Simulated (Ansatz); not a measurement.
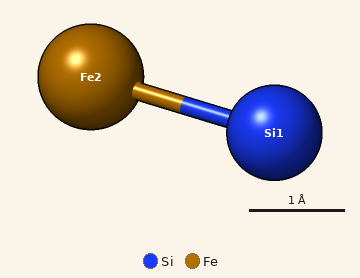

The structure as given in the input (ball-and-stick view, seen at a tilt; atoms are numbered from 1 in the order of the input). Sticks mark near contacts.

Geometry relaxation of FeSi

FeSi, multiplicity 3, SMILES [Si]#[Fe], computed with UKS PBE-D4/def2-SVP (Ansatz 0.2.0).

The geometry comes from this level: GFN2-xTB. Figures and captions count atoms from 1; the log counts them from 0 in places.

**Log**
```
The last accepted step is kept in [file] (removed where the run ends without a failure and the disk answers)
Engine: ansatz 0.2.0, x86_64-unknown-linux-gnu
Functional definition: PBE
  parameter kappa = 0.804
  parameter beta = 0.06672455060314922
  exchange = pbe_x(kappa = kappa, mu = beta*pi^2/3)
  correlation = pbe_c(beta = beta)
576 factors; their error is unknown
mean field evaluation 1: about -42194.8869 eV, gradient 1.1e2 eV
mean field evaluation 2: about -41670.6987 eV, gradient 2.7e2 eV
mean field evaluation 4: about -42169.0382 eV, gradient 1.2e2 eV
mean field evaluation 8: about -42244.3730 eV, gradient 4.8e0 eV
mean field evaluation 16: about -42244.7159 eV, gradient 4.8e-2 eV
mean field evaluation 32: about -42217.6331 eV, gradient 9.7e1 eV
mean field evaluation 64: about -42244.7203 eV, gradient 1.2e0 eV
mean field evaluation 96: about -42244.0663 eV, gradient 5.1e0 eV
mean field evaluation 128: about -42244.5091 eV, gradient 3.8e-2 eV
mean field evaluation 160: about -42242.6700 eV, gradient 1.6e-2 eV
mean field evaluation 192: about -42241.3037 eV, gradient 2.1e0 eV
mean field evaluation 224: about -42244.1970 eV, gradient 1.0e1 eV
mean field evaluation 256: about -42244.3100 eV, gradient 3.4e0 eV
mean field evaluation 288: about -42243.4776 eV, gradient 1.3e0 eV
mean field evaluation 320: about -42244.7149 eV, gradient 1.7e-5 eV
mean field -42244.71485302 eV, -1552.4646363524 hartree, gradient 1.7e-5 eV, S^2 2.980884; 21 other end points of the search recorded, 0 dependent functions left out
the calculation of the forces begins
reference -42244.71488758 eV, -1552.4646376225 hartree; 21, 19 occupied and 28, 30 virtual orbitals, 576 factors
relax step   1: F+E_penalty+E_count = -42244.75542768 eV  Δ(F+E_penalty+E_count) = +0.000e0 eV  max|allowed force component| = 9.101e-1 eV/Å  Δτ_max = 0.0000 Å  (1009 SCF iters, accepted)
these checks for a lower state are left out or cut short: starts, cluster_reference, orbital_swaps, neighbouring_geometries, increment
576 factors; their error is unknown
mean field -42244.75351357 eV, -1552.4660571012 hartree, gradient 1.0e-5 eV, S^2 2.894101; 0 other end points of the search recorded, 0 dependent functions left out
the calculation of the forces begins
reference -42244.75354799 eV, -1552.4660583664 hartree; 21, 19 occupied and 28, 30 virtual orbitals, 576 factors
relax step   2: F+E_penalty+E_count = -42244.79405866 eV  Δ(F+E_penalty+E_count) = -3.863e-2 eV  max|allowed force component| = 4.705e-1 eV/Å  Δτ_max = 0.0276 Å  (47 SCF iters, accepted)
these checks for a lower state are left out or cut short: starts, cluster_reference, orbital_swaps, neighbouring_geometries, increment
576 factors; their error is unknown
mean field -42244.76427793 eV, -1552.4664526844 hartree, gradient 2.4e-6 eV, S^2 2.801163; 0 other end points of the search recorded, 0 dependent functions left out
the calculation of the forces begins
reference -42244.76431223 eV, -1552.4664539448 hartree; 21, 19 occupied and 28, 30 virtual orbitals, 576 factors
relax step   3: F+E_penalty+E_count = -42244.80482846 eV  Δ(F+E_penalty+E_count) = -1.077e-2 eV  max|allowed force component| = 1.081e-1 eV/Å  Δτ_max = 0.0278 Å  (48 SCF iters, accepted)
these checks for a lower state are left out or cut short: starts, cluster_reference, orbital_swaps, neighbouring_geometries, increment
576 factors; their error is unknown
mean field evaluation 352: about -42244.7648 eV, gradient 1.1e-5 eV
mean field -42244.76477982 eV, -1552.4664711284 hartree, gradient 1.2e-5 eV, S^2 2.816298; 0 other end points of the search recorded, 0 dependent functions left out
the calculation of the forces begins
reference -42244.76481414 eV, -1552.4664723896 hartree; 21, 19 occupied and 28, 30 virtual orbitals, 576 factors
relax step   4: F+E_penalty+E_count = -42244.80532798 eV  Δ(F+E_penalty+E_count) = -4.995e-4 eV  max|allowed force component| = 5.502e-3 eV/Å  Δτ_max = 0.0044 Å  (44 SCF iters, accepted)
576 factors; their error is unknown
mean field evaluation 384: about -42075.4451 eV, gradient 1.4e2 eV
mean field evaluation 416: about -42235.0091 eV, gradient 1.9e1 eV
mean field evaluation 448: about -41757.9154 eV, gradient 2.1e2 eV
mean field evaluation 480: about -42240.8488 eV, gradient 3.8e0 eV
mean field evaluation 512: about -42240.4926 eV, gradient 5.5e0 eV
mean field evaluation 544: about -42243.7212 eV, gradient 1.2e1 eV
mean field evaluation 576: about -42241.3873 eV, gradient 2.1e1 eV
mean field evaluation 608: about -42241.3530 eV, gradient 1.8e1 eV
mean field evaluation 640: about -42241.9096 eV, gradient 7.9e0 eV
mean field evaluation 672: about -42244.2330 eV, gradient 4.9e0 eV
```

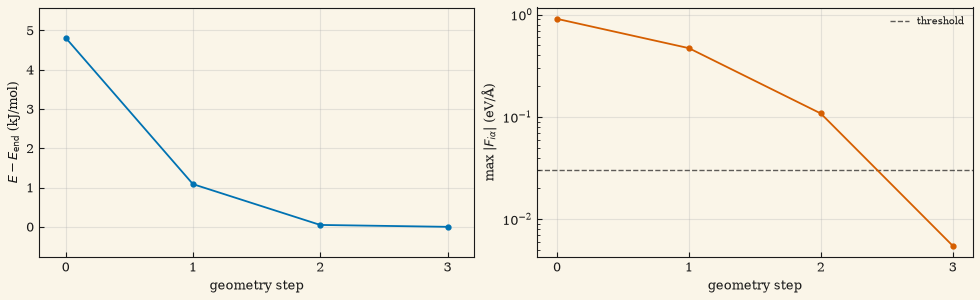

Progress of the relaxation, step by step (the first geometry is step 0 here and step 1 in the log).

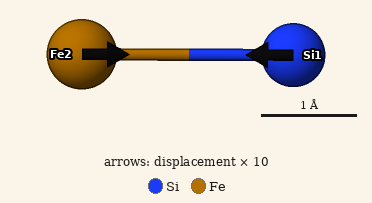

The starting structure with the displacements as black arrows, magnified 10 times (ball-and-stick view, seen at a tilt). The two geometries are laid on each other by the best rigid fit. The energy falls by 4.81 kJ/mol in 3 geometry steps. The largest force component goes from 0.91 to 0.0055 eV/Å. The largest moves after the best rigid fit, 0.051 Å, are those of Si1 and Fe2. By element the largest moves are Fe 0.051 Å, Si 0.051 Å. Among the contacts that change: Si1–Fe2 2.227 → 2.125 Å. (Atoms are counted from 1 in the order of the input.)

```
mean field -42244.76477982 eV, -1552.4664711284 hartree, gradient 1.2e-5 eV, S^2 2.816298; 23 other end points of the search recorded, 0 dependent functions left out
the calculation of the forces begins
reference -42244.76481414 eV, -1552.4664723896 hartree; 21, 19 occupied and 28, 30 virtual orbitals, 576 factors
Total energy: -42244.80536229 eV, -1552.4679625068 hartree
Atom 0 at     0.000000     0.000000     0.050933 Å, force     0.000000     0.000000    -0.005502 eV/Å
Atom 1 at    -0.000000    -0.000000     2.176037 Å, force     0.000000    -0.000000     0.005502 eV/Å
Dipole moment:     0.000000    -0.000000     0.423284 e Å
```

**Trajectory as extended XYZ (Å, eV, eV/Å), 4 frames, from step=1 to step=4**
```
2
Properties=species:S:1:pos:R:3:forces:R:3 step=1 energy=-42244.75543
Si    0.0000    0.0000    0.0000    0.0000   0.0000   0.9101
Fe    0.0000    0.0000    2.2270    0.0000   0.0000  -0.9101
2
Properties=species:S:1:pos:R:3:forces:R:3 step=2 energy=-42244.79406
Si    0.0000    0.0000    0.0276    0.0000   0.0000   0.4705
Fe    0.0000    0.0000    2.1994    0.0000   0.0000  -0.4705
2
Properties=species:S:1:pos:R:3:forces:R:3 step=3 energy=-42244.80483
Si    0.0000    0.0000    0.0554    0.0000   0.0000  -0.1081
Fe    0.0000    0.0000    2.1716    0.0000   0.0000   0.1081
2
Properties=species:S:1:pos:R:3:forces:R:3 step=4 energy=-42244.80533
Si    0.0000    0.0000    0.0509    0.0000   0.0000  -0.0055
Fe    0.0000    0.0000    2.1760    0.0000   0.0000   0.0055
```

The run was set up as follows.

**Input**
```yaml
crystal:
  periodic: [false, false, false]
  atoms:
    - { symbol: Si, position_ang: [0.0, 0.0, 0.0] }
    - { symbol: Fe, position_ang: [0.0, 0.0, 2.22697] }
magnetization:
  spin_polarized: true
  initial_magnetization: 2
basis:
  gaussian: { orbitals: def2-SVP }
hamiltonian:
  xc: pbe
  dispersion: d4
relax:
  f_tol: 0.03
  max_steps: 200
```

Launched with:
```bash
ansatz run input.yaml --threads 2 --pin off --max-ram 5120MiB --backend cpu --events-out ev --progress --plain --runs-dir out
```

**Summary**

- outcome: converged
- total energy: −42244.8054 eV
- mean-field energy: −42244.7648 eV
- ⟨S²⟩: 2.816
- SCF solution under orbital rotations: stable
- largest force (length of the vector) at the end: 0.006 eV/Å
- hardware: 2 threads of Intel Xeon (Sapphire Rapids), 64 GiB of memory available, shared host
- wall time: 23 s (CPU time 42 s)
- peak memory: 0.14 GiB

⟨S²⟩ is 2.82 against 2.00 for a pure state: the solution is spin-contaminated.
